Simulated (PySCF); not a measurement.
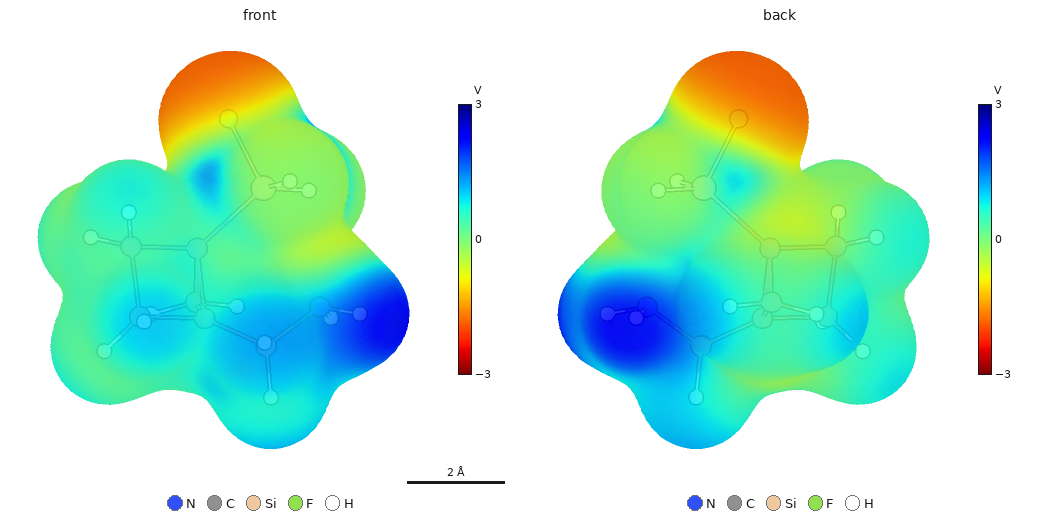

The picture shows: C6H12FNSi. The molecular electrostatic potential painted on the density surface at 0.004 e/bohr³, seen from the front and from behind; red is negative and blue positive.

Geometry: GFN2-xTB.

Method: PBE0/pcSseg-1, SCF density, gas phase, non-relativistic (PySCF).

Input file:

```
{"job": {"kind": "nmr", "xc": "PBE0", "basis": "pcSseg-1"}, "charge": 0, "multiplicity": 1}
N      1.197734     1.358699     1.148659
C      1.652759     0.070676     0.639399
C      0.652154    -0.421008    -0.370359
C      0.257896    -1.875836    -0.598565
C     -1.220417    -1.446581    -0.656136
C     -0.806289     0.006110    -0.395004
Si    -1.537177     1.196820     0.840663
F     -3.146963     1.066511     0.644042
C      0.142225     0.414217    -1.492797
H      1.396639     2.096367     0.484174
H      1.651979     1.593000     2.022471
H      2.665413     0.112785     0.203527
H      1.678318    -0.634423     1.475456
H      0.663829    -2.333422    -1.501975
H      0.481248    -2.514918     0.253414
H     -1.725760    -1.609967    -1.607923
H     -1.823973    -1.871893     0.141793
H     -1.370835     0.786081     2.226139
H     -1.290456     2.595890     0.528221
H      0.033719    -0.024068    -2.475643
H      0.439036     1.451903    -1.510028
```

Run with:

```sh
OMP_NUM_THREADS=1 python probes_run.py task.json out
```

Which sites attract a positive test charge, and which a negative one?

A positive charge is drawn to the negative regions and a negative charge to the positive ones. The most negative region (about −1.8 V, or −42 kcal/mol for a unit charge) lies over F8, the most positive (about +2.4 V, or +55 kcal/mol for a unit charge) over H10 and H11.

What dipole moment does the calculation give?

Its dipole moment is 4.56 D.
